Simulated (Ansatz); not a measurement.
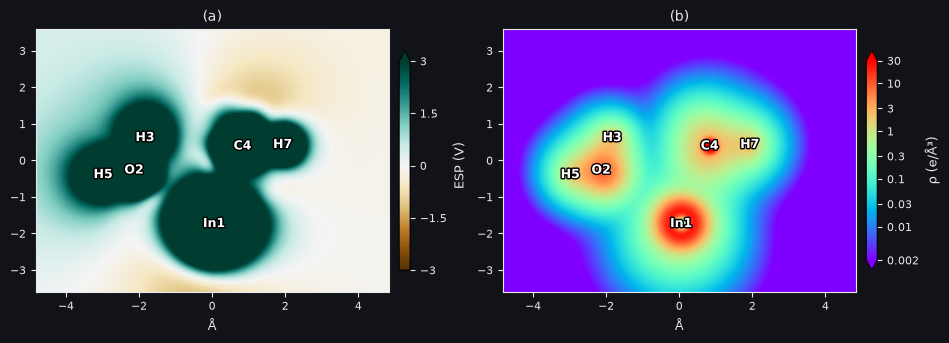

*CH₃In···H₂O. (a) electrostatic potential; (b) electron density on the plane of atoms In1, C4 and H7.*

The product side of a reaction path; geometry: PBE0-D4/def2-TZVP; core potentials replace the inner electrons of In.

The calculation used Ansatz, RKS PBE0-D4/def2-TZVPP.

```xyz
8

In    0.1731    1.8363   -0.4631
O    -0.4706   -0.4161   -1.6855
H    -0.2666   -1.0930   -1.0327
C     0.1803    0.3093    1.2080
H    -0.1677   -0.7429   -2.5363
H     0.9715   -0.4372    1.0546
H     0.3586    0.7652    2.1872
H    -0.7785   -0.2215    1.2679
```

Q: Describe what can be read from this map.

A: Atoms in the plane: In, O, H and C. In1···O2 (2.64 Å): the density falls to about 0.17 e/Å³ on the way. C–In (2.26 Å): ρ is about 0.56 e/Å³ halfway. O–H (0.96 Å): ρ is about 3.8 e/Å³ halfway. C–H (1.09 Å): the density is about 1.9 e/Å³ at the midpoint. Outside the dense part of the complex the potential is most negative (−1.1 V) near O2.
